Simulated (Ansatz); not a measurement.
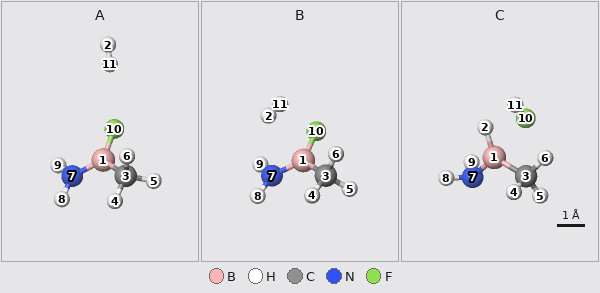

3 geometries from a converged minimum-energy path of CH7BFN, shuffled. Style: ball-and-stick. Shown at a tilt.

These are results of Ansatz, RKS B3LYP/6-31G*, not measurements. Settings: 7 movable images; climbing image; force threshold 0.05 eV/Å; iteration limit 60; starting path through a guess of the saddle point.

Q: Which frame is the top of the path?

A: C. In order along the path, whose images run from 0 to 8: C (image 3, +27.5 kcal/mol), B (image 5, −30.9 kcal/mol), A (image 8, −35.3 kcal/mol). Breaking: B1–H2 (1.21 → 1.22 at the top → 4.30 Å), F10–H11 (0.94 → 0.94 at the top → 2.45 Å). Forming: B1–F10 (2.89 → 2.47 at the top → 1.36 Å), H2–H11 (1.75 → 1.90 at the top → 0.74 Å).

Cost: 7 min on 1 thread of Arm Neoverse V2, on a shared host, peak memory 0.16 GiB.
